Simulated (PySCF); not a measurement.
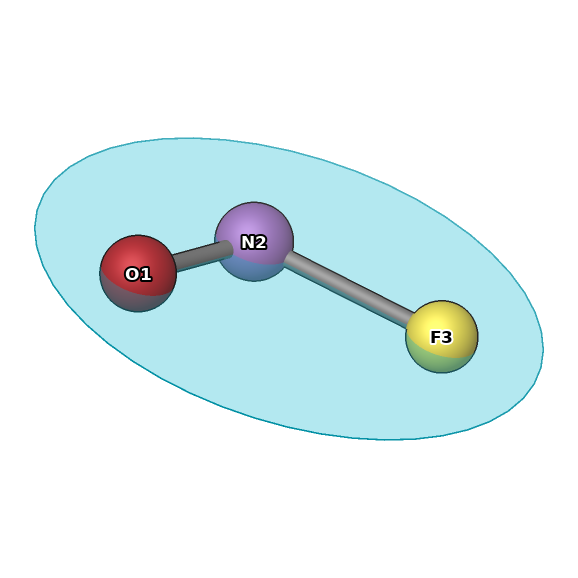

A disc through the centre of mass is drawn in. Distant atoms are faded towards the background colour. The geometry was computed by an optimisation with PBE0-D3(BJ)/def2-TZVP. No frequency run is at hand to confirm it as a minimum.

**Is the plane of the disc a mirror plane of the structure?**

Yes. The reflection leaves O1, N2, F3 in place. The point group is Cs.
